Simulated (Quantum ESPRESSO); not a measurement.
# Fixed-spin-moment curve of CaCo2As2

Wanted: E(M) for CaCo2As2 from a parallel start.

Program: Quantum ESPRESSO 7.5. Level of theory: PBEsol; plane waves with GBRV 1.5 PBEsol potentials, no spin-orbit coupling. Results are calculated unless marked as measured.

**1. The starting structure**

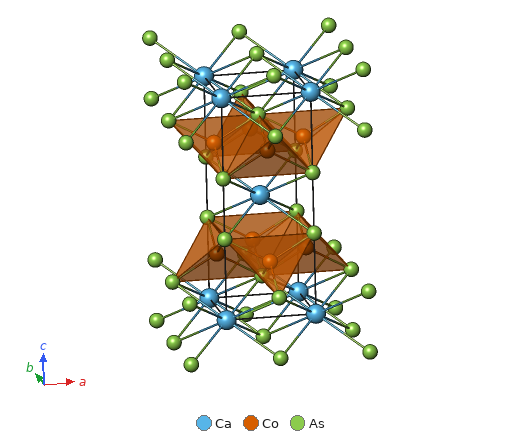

Start, viewed slightly off an axis; calcium blue, cobalt orange, arsenic green. This picture shows the conventional cell, with its axes. Some periodic images of atoms are drawn too.

The cell comes from Materials Project 2023-11-01, a database of computed structures, and need not be the stable phase.

**2. The free run**

pw.in

```
&CONTROL
  calculation = 'scf'
  prefix = 'pwscf'
  outdir = './tmp'
  pseudo_dir = './pseudo'
  disk_io = 'nowf'
/
&SYSTEM
  ibrav = 0
  celldm(1) = 8
  nat = 5
  ntyp = 3
  ecutwfc = 40
  ecutrho = 280
  nbnd = 39
  occupations = 'smearing'
  smearing = 'fd'
  degauss = 0.00367493
  nspin = 2
  starting_magnetization(1) = 0
  starting_magnetization(2) = 0.1176
  starting_magnetization(3) = 0
/
&ELECTRONS
  conv_thr = 1d-08
  electron_maxstep = 150
  mixing_beta = 0.3
/
ATOMIC_SPECIES
Ca     40.0780 ca_pbesol_v1.uspp.F.UPF
Co     58.9332 co_pbesol_v1.2.uspp.F.UPF
As     74.9216 as_pbesol_v1.uspp.F.UPF
CELL_PARAMETERS alat
  -0.4734617648169    0.4734617648169    1.1921829531093
   0.4734617648169   -0.4734617648169    1.1921829531093
   0.4734617648169    0.4734617648169   -1.1921829531093
ATOMIC_POSITIONS crystal
Ca      0.0000000000    0.0000000000    0.0000000000
Co      0.7500000000    0.2500000000    0.5000000000
Co      0.2500000000    0.7500000000    0.5000000000
As      0.3634838400    0.3634838400    0.0000000000
As      0.6365161600    0.6365161600    0.0000000000
K_POINTS automatic
10 10 10 0 0 0
```

Started as:

```sh
> OMP_NUM_THREADS=1 mpirun -n 4 pw.x -nk 4 -in pw.in > pw.out
```

What it wrote:

```text
Program PWSCF v.7.5 starts

     Message from routine setup:
     using ibrav=0 with symmetry is DISCOURAGED, use correct ibrav instead

     K-points division:     npool     =       4
     Subspace diagonalization in iterative solution of the eigenvalue problem:

     G-vector sticks info
     --------------------
     sticks:   dense  smooth     PW     G-vecs:    dense   smooth      PW
     Sum        2279    1295    463                43251    18675    3975

     Using Slab Decomposition

     bravais-lattice index     =            0
     lattice parameter (alat)  =       8.0000  a.u.
     unit-cell volume          =     547.3217 (a.u.)^3
     number of atoms/cell      =            5
     number of atomic types    =            3
     number of electrons       =        54.00
     number of Kohn-Sham states=           39
     kinetic-energy cutoff     =      40.0000  Ry
     charge density cutoff     =     280.0000  Ry
     scf convergence threshold =      1.0E-08
     mixing beta               =       0.3000
     number of iterations used =            8  plain     mixing
     Exchange-correlation= SLA  PW   PSX  PSC
                           (   1   4  10   8   0   0   0)

     celldm(1)=   8.000000  celldm(2)=   0.000000  celldm(3)=   0.000000
     celldm(4)=   0.000000  celldm(5)=   0.000000  celldm(6)=   0.000000

     crystal axes: (cart. coord. in units of alat)
               a(1) = (  -0.473462   0.473462   1.192183 )
               a(2) = (   0.473462  -0.473462   1.192183 )
               a(3) = (   0.473462   0.473462  -1.192183 )

     reciprocal axes: (cart. coord. in units 2 pi/alat)
               b(1) = (  0.000000  1.056051  0.419399 )
               b(2) = (  1.056051  0.000000  0.419399 )
               b(3) = (  1.056051  1.056051  0.000000 )

     PseudoPot. # 1 for Ca read from file:
     ca_pbesol_v1.uspp.F.UPF
     Pseudo is Ultrasoft + core correction, Zval = 10.0
     Generated by new atomic code, or converted to UPF format
     Using radial grid of  845 points,  6 beta functions with:
                l(1) =   0
                l(2) =   0
                l(3) =   1
                l(4) =   1
                l(5) =   2
                l(6) =   2
     Q(r) pseudized with  8 coefficients,  rinner =    1.500   1.500   1.500
                                                       1.500   1.500

     PseudoPot. # 2 for Co read from file:
     co_pbesol_v1.2.uspp.F.UPF
     Pseudo is Ultrasoft + core correction, Zval = 17.0
     Generated by new atomic code, or converted to UPF format
     Using radial grid of  863 points,  6 beta functions with:
                l(1) =   0
                l(2) =   0
                l(3) =   1
                l(4) =   1
                l(5) =   2
                l(6) =   2
     Q(r) pseudized with  8 coefficients,  rinner =    1.200   1.200   1.200
                                                       1.200   1.200

     PseudoPot. # 3 for As read from file:
     as_pbesol_v1.uspp.F.UPF
     Pseudo is Ultrasoft + core correction, Zval =  5.0
     Generated by new atomic code, or converted to UPF format
     Using radial grid of  875 points,  6 beta functions with:
                l(1) =   0
                l(2) =   0
                l(3) =   1
                l(4) =   1
                l(5) =   2
                l(6) =   2
     Q(r) pseudized with  8 coefficients,  rinner =    1.300   1.300   1.300
                                                       1.300   1.300

     atomic species   valence    mass     pseudopotential
     Ca               10.00    40.07800     Ca( 1.00)
     Co               17.00    58.93320     Co( 1.00)
     As                5.00    74.92160     As( 1.00)

     Starting magnetic structure
     atomic species   magnetization
     Ca              0.000
     Co              0.118
     As              0.000

     16 Sym. Ops., with inversion, found

   Cartesian axes

     site n.     atom                  positions (alat units)
         1        Ca     tau(   1) = (   0.0000000   0.0000000   0.0000000  )
         2        Co     tau(   2) = (  -0.0000000   0.4734618   0.5960915  )
         3        Co     tau(   3) = (   0.4734618  -0.0000000   0.5960915  )
         4        As     tau(   4) = (  -0.0000000  -0.0000000   0.8666785  )
         5        As     tau(   5) = (  -0.0000000  -0.0000000   1.5176874  )

     number of k points=   102  Fermi-Dirac smearing, width (Ry)=  0.0037

     Number of k-points >= 100: set verbosity='high' to print them.

     Dense  grid:    43251 G-vectors     FFT dimensions: (  60,  60,  60)

     Smooth grid:    18675 G-vectors     FFT dimensions: (  45,  45,  45)

     Check: negative core charge=   -0.000014
     Generating pointlists ...
     new r_m :   0.3071 (alat units)  2.4569 (a.u.) for type    1
     new r_m :   0.2249 (alat units)  1.7996 (a.u.) for type    2
     new r_m :   0.2249 (alat units)  1.7996 (a.u.) for type    3

     Initial potential from superposition of free atoms

     starting charge      51.9943, renormalised to      54.0000
     Starting wfcs are   44 randomized atomic wfcs

     Self-consistent Calculation

     iteration #  1     ecut=    40.00 Ry     beta= 0.30
     Davidson diagonalization with overlap
     ethr =  1.00E-02,  avg # of iterations =  3.8

     total energy              =    -743.56895394 Ry
     estimated scf accuracy    <      21.23591763 Ry

     total magnetization       =     2.31 Bohr mag/cell
     absolute magnetization    =     2.81 Bohr mag/cell

     iteration #  2     ecut=    40.00 Ry     beta= 0.30
     Davidson diagonalization with overlap
     ethr =  1.00E-02,  avg # of iterations =  3.0

     total energy              =    -750.49225284 Ry
     estimated scf accuracy    <      27.82245877 Ry

     total magnetization       =     0.15 Bohr mag/cell
     absolute magnetization    =     0.22 Bohr mag/cell

     iteration #  3     ecut=    40.00 Ry     beta= 0.30
     Davidson diagonalization with overlap
     ethr =  1.00E-02,  avg # of iterations =  2.0

     total energy              =    -751.11785782 Ry
     estimated scf accuracy    <       3.55644357 Ry

     total magnetization       =     0.83 Bohr mag/cell
     absolute magnetization    =     0.98 Bohr mag/cell

     [... further iterations left out ...]

     iteration # 15     ecut=    40.00 Ry     beta= 0.30
     Davidson diagonalization with overlap
     ethr =  5.91E-09,  avg # of iterations =  4.0

     total energy              =    -751.57883802 Ry
     estimated scf accuracy    <       0.00000156 Ry

     total magnetization       =     1.37 Bohr mag/cell
     absolute magnetization    =     1.51 Bohr mag/cell

     iteration # 16     ecut=    40.00 Ry     beta= 0.30
     Davidson diagonalization with overlap
     ethr =  2.89E-09,  avg # of iterations =  1.7

     total energy              =    -751.57883833 Ry
     estimated scf accuracy    <       0.00000002 Ry

     total magnetization       =     1.37 Bohr mag/cell
     absolute magnetization    =     1.51 Bohr mag/cell

     iteration # 17     ecut=    40.00 Ry     beta= 0.30
     Davidson diagonalization with overlap
     ethr =  3.12E-11,  avg # of iterations =  5.2

     total energy              =    -751.57883836 Ry
     estimated scf accuracy    <       0.00000002 Ry

     total magnetization       =     1.37 Bohr mag/cell
     absolute magnetization    =     1.51 Bohr mag/cell

     iteration # 18     ecut=    40.00 Ry     beta= 0.30
     Davidson diagonalization with overlap
     ethr =  3.12E-11,  avg # of iterations =  1.5

     Magnetic moment per site  (integrated on atomic sphere of radius R)
     atom   1 (R=0.307)  charge=  8.5747  magn=  0.0085
     atom   2 (R=0.225)  charge= 15.2839  magn=  0.6788
     atom   3 (R=0.225)  charge= 15.2839  magn=  0.6788
     atom   4 (R=0.225)  charge=  2.3848  magn=  0.0012
     atom   5 (R=0.225)  charge=  2.3848  magn=  0.0012

     End of self-consistent calculation

     Number of k-points >= 100: set verbosity='high' to print the bands.

     the Fermi energy is    12.0507 ev

!    total energy              =    -751.57883836 Ry
     estimated scf accuracy    <          7.0E-10 Ry
     smearing contrib. (-TS)   =      -0.00168621 Ry
     internal energy E=F+TS    =    -751.57715216 Ry

     The total energy is F=E-TS. E is the sum of the following terms:
     one-electron contribution =    -528.12711795 Ry
     hartree contribution      =     288.41870534 Ry
     xc contribution           =    -139.44597523 Ry
     ewald contribution        =    -372.42276433 Ry

     total magnetization       =     1.37 Bohr mag/cell
     absolute magnetization    =     1.51 Bohr mag/cell

     convergence has been achieved in  18 iterations

=------------------------------------------------------------------------------=
   JOB DONE.
=------------------------------------------------------------------------------=
```

Elapsed: 3 min, on 4 MPI ranks of Intel Xeon 6975P-C (Granite Rapids), shared host; peak memory 0.84 GiB.

Spin moment in the atom's sphere by atom:

| atom | spin moment in the atom's sphere (μB) |
| --- | --- |
| Ca1 | 0.009 |
| Co2 | 0.679 |
| Co3 | 0.679 |
| As4 | 0.001 |
| As5 | 0.001 |

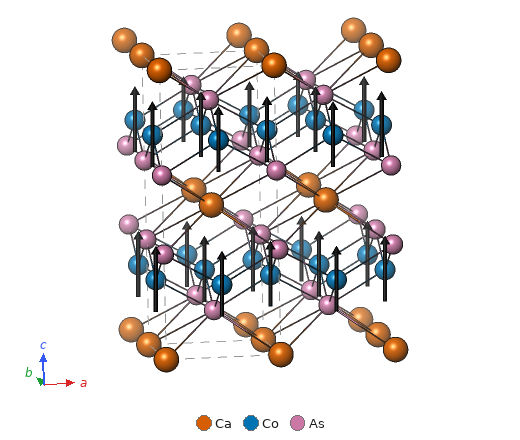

Spin moment in the atom's sphere as arrows, the longest 0.679 μB. Up and down stand for the sign. Arrows give size and sign along the axis of quantisation, drawn up and down the page. 2×2×1 conventional cells are drawn. Some periodic images of atoms are drawn too.

Numbers from this step:

```
smearing term TS       : 0.02294 eV
magnetization          : 1.372 μB
absolute magnetization : 1.509 μB
final state            : ferromagnetic
```

**3. Moment fixed at 0 μB**

The two spin channels are filled to separate Fermi energies, so that the total moment meets the target. Half of the up one less the down one is the slope dE/dM.

Edit pw.in of step 2 so:

```diff
@@ -14,3 +14,3 @@
   ecutrho = 280
-  nbnd = 39
+  nbnd = 38
   occupations = 'smearing'
@@ -20,4 +20,5 @@
   starting_magnetization(1) = 0
-  starting_magnetization(2) = 0.1176
+  starting_magnetization(2) = 0.0059
   starting_magnetization(3) = 0
+  tot_magnetization = 0
 /
```

What it wrote:

```text
     [... lines left out ...]
Program PWSCF v.7.5 starts
     [... lines left out ...]
     number of atoms/cell      =            5
     [... lines left out ...]
     number of electrons       =        54.00 (up:  27.00, down:  27.00)
     number of Kohn-Sham states=           38
     kinetic-energy cutoff     =      40.0000  Ry
     charge density cutoff     =     280.0000  Ry
     scf convergence threshold =      1.0E-08
     [... lines left out ...]
     16 Sym. Ops., with inversion, found
     [... lines left out ...]
     number of k points=   102  Fermi-Dirac smearing, width (Ry)=  0.0037
     [... lines left out ...]
     iteration # 17     ecut=    40.00 Ry     beta= 0.30
     [... lines left out ...]
     Magnetic moment per site  (integrated on atomic sphere of radius R)
     atom   1 (R=0.307)  charge=  8.5718  magn= -0.0000
     atom   2 (R=0.225)  charge= 15.2907  magn=  0.0000
     atom   3 (R=0.225)  charge= 15.2907  magn=  0.0000
     atom   4 (R=0.225)  charge=  2.3819  magn=  0.0000
     atom   5 (R=0.225)  charge=  2.3819  magn=  0.0000
     [... lines left out ...]
     the spin up/dw Fermi energies are    12.0715   12.0716 ev
!    total energy              =    -751.57303576 Ry
     estimated scf accuracy    <          2.1E-09 Ry
     smearing contrib. (-TS)   =      -0.00398056 Ry
     [... lines left out ...]
     total magnetization       =     0.00 Bohr mag/cell
     absolute magnetization    =     0.00 Bohr mag/cell
     convergence has been achieved in  17 iterations
```

The job ended after 3 min (4 MPI ranks; peak memory 0.83 GiB; 12 min of CPU time).

Numbers from this step:

* magnetization: 0 μB
* absolute magnetization: 0 μB
* half the difference of the two Fermi energies: 0 meV
* largest moment: 0 μB

**4. Moment fixed at 0.257 μB**

Edit pw.in of step 3 so:

```diff
@@ -20,5 +20,5 @@
   starting_magnetization(1) = 0
-  starting_magnetization(2) = 0.0059
+  starting_magnetization(2) = 0.0076
   starting_magnetization(3) = 0
-  tot_magnetization = 0
+  tot_magnetization = 0.257
 /
```

What it wrote:

```text
     [... lines left out ...]
Program PWSCF v.7.5 starts
     [... lines left out ...]
     number of atoms/cell      =            5
     [... lines left out ...]
     number of electrons       =        54.00 (up:  27.13, down:  26.87)
     number of Kohn-Sham states=           38
     kinetic-energy cutoff     =      40.0000  Ry
     charge density cutoff     =     280.0000  Ry
     scf convergence threshold =      1.0E-08
     [... lines left out ...]
     16 Sym. Ops., with inversion, found
     [... lines left out ...]
     number of k points=   102  Fermi-Dirac smearing, width (Ry)=  0.0037
     [... lines left out ...]
     iteration # 16     ecut=    40.00 Ry     beta= 0.30
     [... lines left out ...]
     Magnetic moment per site  (integrated on atomic sphere of radius R)
     atom   1 (R=0.307)  charge=  8.5720  magn= -0.0069
     atom   2 (R=0.225)  charge= 15.2903  magn=  0.1506
     atom   3 (R=0.225)  charge= 15.2903  magn=  0.1506
     atom   4 (R=0.225)  charge=  2.3819  magn= -0.0032
     atom   5 (R=0.225)  charge=  2.3819  magn= -0.0032
     [... lines left out ...]
     the spin up/dw Fermi energies are    12.0255   12.1185 ev
!    total energy              =    -751.57348857 Ry
     estimated scf accuracy    <          9.3E-09 Ry
     smearing contrib. (-TS)   =      -0.00376217 Ry
     [... lines left out ...]
     total magnetization       =     0.26 Bohr mag/cell
     absolute magnetization    =     0.35 Bohr mag/cell
     convergence has been achieved in  16 iterations
```

It took 2.7 min on 4 MPI ranks; peak memory 0.83 GiB.

Spin moment in the atom's sphere by atom:

| atom | spin moment in the atom's sphere (μB) |
| --- | --- |
| Ca1 | -0.007 |
| Co2 | 0.151 |
| Co3 | 0.151 |
| As4 | -0.003 |
| As5 | -0.003 |

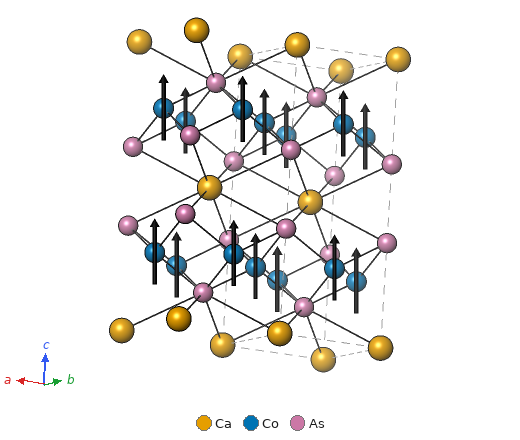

Spin moment in the atom's sphere as arrows, the longest 0.151 μB. Up and down stand for the sign. Arrows give size and sign along the axis of quantisation, drawn up and down the page. 2×1×1 conventional cells are drawn. Some periodic images of atoms are drawn too.

This step gave:

| Property | Result |
| --- | --- |
| magnetization | 0.257 μB |
| absolute magnetization | 0.354 μB |
| half the difference of the two Fermi energies | -46.5 meV |

(Part 1 of 2 ends here.)

[Logs and program files are shortened in this print: banners, set-up blocks, solver, clock and traceback lines can be left out without a mark of their own.]

[Logs are printed without paths, hosts, clocks, repeated set-up lines and the standing remarks that a program may print on its own settings, such as how far it seeks lower states.]

[Hosts, paths, dates, database ids (printed as entryN), source tags and the programs' standing remarks are cut or masked in the printed files.]

[Where a cell is said to come from a database of computed structures, the database is the Materials Project.]
